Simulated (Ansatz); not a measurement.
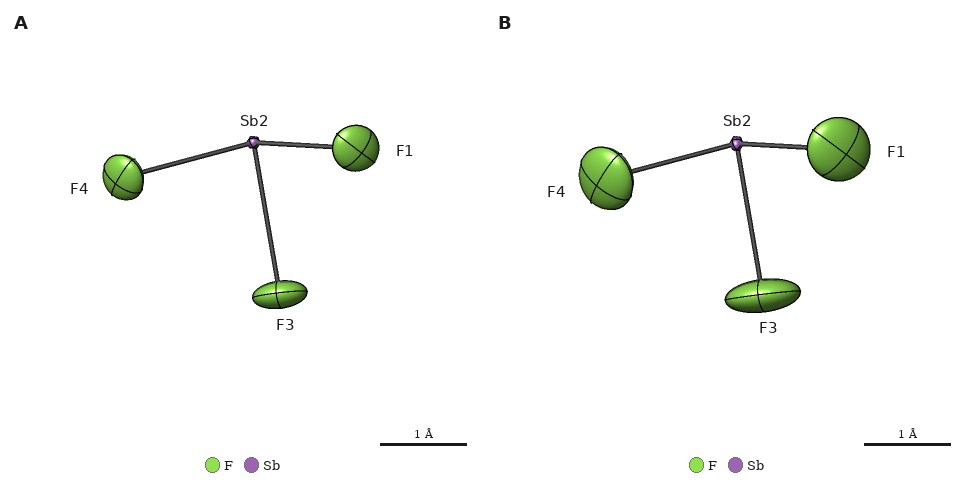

Displacement ellipsoids at the 50 % level, scaled by 3, from the internal vibrations of the free molecule (harmonic, no overall translation or rotation; no half-axis is drawn under 0.075 Å). Vibrations computed with RKS PBE0-D4/def2-TZVP, core potentials on Sb (Ansatz 0.2.0). One panel is for 298 K, the other for 600 K.

### Which panel is for 600 K?

B.

### How much does the mean-square displacement of F4 grow, and why?

U_eq goes from 0.0031 to 0.0057 Å², a factor of 1.8. Modes below kT (417 cm⁻¹ at 600 K) grow about in proportion to T, and the lowest lies at 198 cm⁻¹; the mean-square amplitude of a mode is its zero-point value times coth(ħω/2kT), which comes close to 1 only above about 3kT.
